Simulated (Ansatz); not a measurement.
B2O3 (SMILES O=BOB=O)

```yaml
atoms:
  - { symbol: B, position_ang: [0.0000, 0.0000, -1.3102] }
  - { symbol: B, position_ang: [0.0000, 0.0000, 1.3102] }
  - { symbol: O, position_ang: [0.0000, 0.0000, -2.5158] }
  - { symbol: O, position_ang: [0.0000, 0.0000, 0.0000] }
  - { symbol: O, position_ang: [0.0000, 0.0000, 2.5158] }
```

Geometry: PBE0-D3(BJ)/def2-SVP.

These are results of Ansatz, isolated molecule in a Gaussian basis; Kohn-Sham density functional theory, functional PBE0, not measurements.

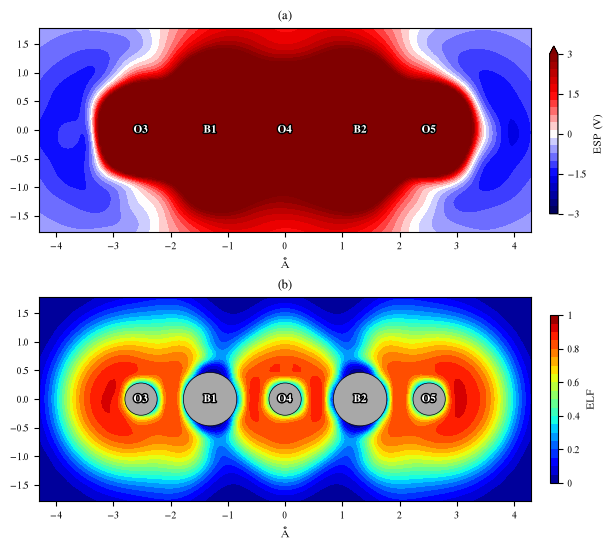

Figure 1. (a) molecular electrostatic potential; (b) electron localisation function on a plane that holds the molecular axis. Grey discs cover the atomic cores in the ELF map.

Question: Interpret the plot.

Answer: The plane passes through B and O nuclei. B–O (1.21 Å): the ELF peaks at about 0.80 between the atoms: a short, strongly polar bond. B–O (1.31 Å): the ELF peaks at about 0.85 between the atoms (a short, strongly polar bond). The ELF also peaks beside O4, O5 and O3, away from the bonds: lone-pair regions. Outside the dense part of the molecule the potential is most negative (−1.6 V) near O3 and O5.

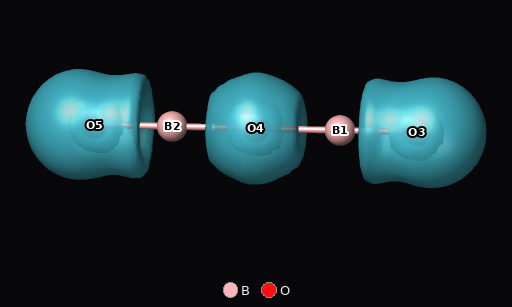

Figure 2. Isosurface of the electron localisation function at 0.75 (cyan), seen from one side. Only the valence region is drawn (cores and ρ < 0.01 e/Å³ removed).

Question: What do the ELF domains correspond to?

Answer: At this value the surface marks out three regions on O in which the atom's valence shell and bonds are merged.

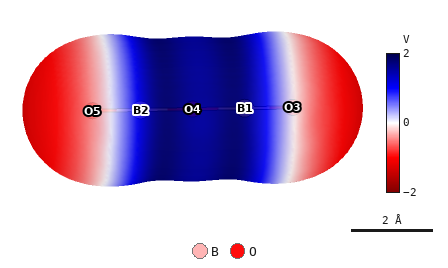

Figure 3. The electrostatic potential painted on the density surface at 0.001 e/bohr³, seen across its widest extent; the colour scale runs from red (negative) to blue (positive).

Question: Which sites attract a positive test charge, and which a negative one?

Answer: A positive charge is drawn to the negative regions and a negative charge to the positive ones. The most negative region (about −1.3 V) lies over O3 and O5, the most positive (about +1.8 V) over B1 and B2.
